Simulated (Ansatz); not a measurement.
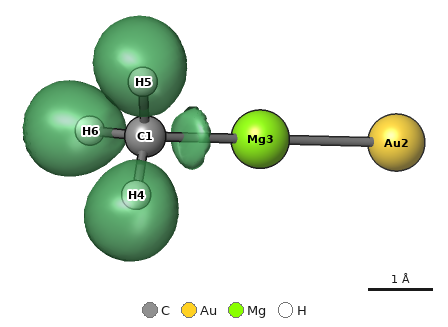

The picture shows: CH3AuMg (SMILES [CH3][Mg][Au]). Isosurface of the ELF at 0.9 (green), seen at a tilt. Core shells and regions of very low density are left out.

Geometry: PBE0-D3(BJ)/def2-SVP; core potentials replace the inner electrons of Au.

Theory: isolated molecule in a Gaussian basis; Kohn-Sham density functional theory, functional PBE0 in Ansatz 0.2.0.

```xyz
6

C    -2.0628   -0.8130    0.4449
Au    1.8200   -1.3681    2.7846
Mg   -0.2852   -1.0672    1.5161
H    -2.9480   -0.9316    1.0925
H    -2.1232    0.1901   -0.0107
H    -2.1546   -1.5488   -0.3720
```

**Identify the bonds, lone pairs and shells in this picture.**

At this value the surface marks out three regions around hydrogen nuclei and one lobe of the valence shell of C pointing towards Mg. Profiles from the grid: C–Mg (2.09 Å): the ELF peaks at about 0.95 in the valence shell of C, 0.8 Å from its nucleus, and is about 0.75 at the midpoint. Mg–Au (2.48 Å): the ELF is about 0.45 at the midpoint.
